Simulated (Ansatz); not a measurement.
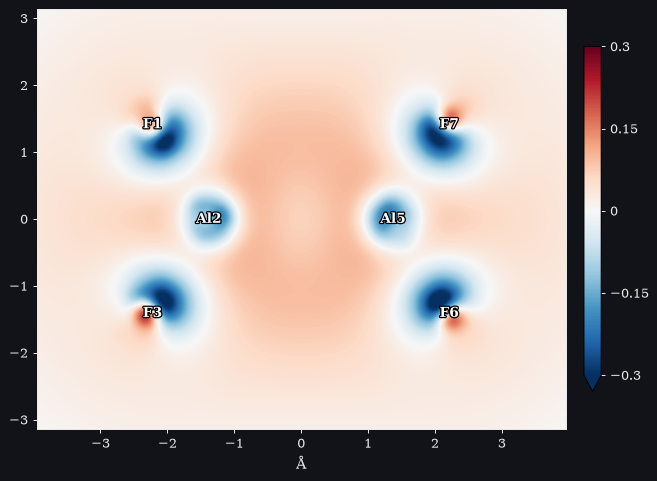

Al₂F₄H₂O₂ (SMILES [F][Al-]1([F])[OH+][Al-]([F])([F])[OH+]1). The LUMO on the plane of atoms F6, Al5 and F7 (values in Å⁻³ᐟ²; the overall sign is arbitrary).

Geometry: PBE0-D4/def2-TZVP.

Method: Ansatz 0.2.0, RKS PBE0-D4/def2-TZVPP.

```yaml
atoms:
  - { symbol: F, position_ang: [2.2098, -1.4108, -0.1816] }
  - { symbol: Al, position_ang: [0.7320, -1.0760, 0.4506] }
  - { symbol: F, position_ang: [0.1473, -2.0540, 1.6327] }
  - { symbol: O, position_ang: [0.4523, 0.6756, 0.8783] }
  - { symbol: Al, position_ang: [-0.7319, 1.0760, -0.4507] }
  - { symbol: F, position_ang: [-2.2097, 1.4109, 0.1815] }
  - { symbol: F, position_ang: [-0.1472, 2.0540, -1.6328] }
  - { symbol: O, position_ang: [-0.4523, -0.6755, -0.8783] }
  - { symbol: H, position_ang: [0.4455, 1.0415, 1.7632] }
  - { symbol: H, position_ang: [-0.4458, -1.0416, -1.7631] }
```

**Where does this orbital lie, and at what energy?**

Its weight (Hirshfeld) is mainly on Al2 (about 25 %), Al5 (about 25 %), H9 (about 10 %), H10 (about 10 %), O4 (about 10 %) and O8 (about 10 %); it is gerade (even under inversion). Its energy is −0.92 eV.
